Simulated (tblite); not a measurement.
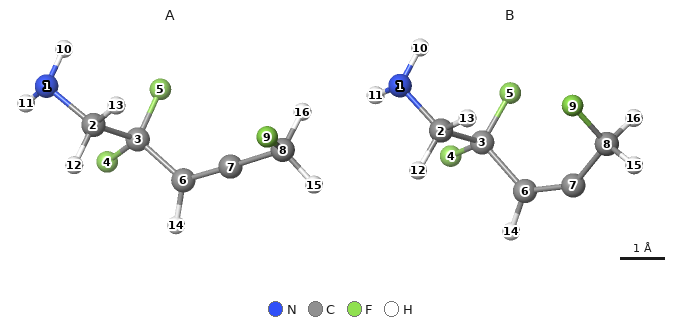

Two geometries of C₅H₇F₃N (multiplicity 2), drawn at one scale. One is the start of a relaxation, the other its converged end. Style: ball-and-stick. Shown from a free direction.

Computed with GFN2-xTB geometry optimisation, gas phase in tblite 0.8.0. 

Which geometry has the lower energy?

Answer. Structure B is the relaxed one. The atom that moves furthest after the best rigid fit is F9 (1.27 Å). By element the largest moves are F 1.27 Å, H 0.89 Å, C 0.46 Å, N 0.37 Å. Among the contacts that change: C3–C6 1.483 → 1.529 Å, C8–F9 1.355 → 1.393 Å, N1–C2 1.468 → 1.437 Å, C2–C3 1.568 → 1.545 Å. Bond angles that change, for instance: C6–C7–C8 178.7° → 141.9°, H10–N1–H11 103.7° → 108.7°, C7–C8–F9 107.7° → 112.6°. Over 86 geometry steps the energy falls by 8.62 kcal/mol. Cost: 0.45 s on 1 thread of Arm Neoverse V2, on a shared host.
